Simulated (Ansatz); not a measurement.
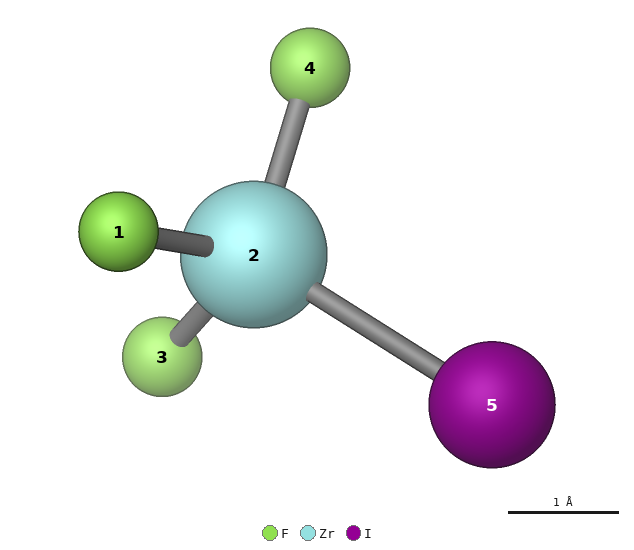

Orthographic view. Atoms fade into the background with distance from the viewer. Charge 0, singlet. The geometry was computed by an optimisation with PBE0-D4/def2-TZVP.

Write a Z-matrix (Å, degrees) in the order of the atom numbers, with these reference atoms: 2 to 1; 3 to 2, 1; 4 to 2, 1, 3; 5 to 2, 4, 1.

```
F  
Zr   1   1.885
F    2   1.885   1   108.9
F    2   1.885   1   108.9   3   118.6
I    2   2.713   4   110.0   1  -120.7
```
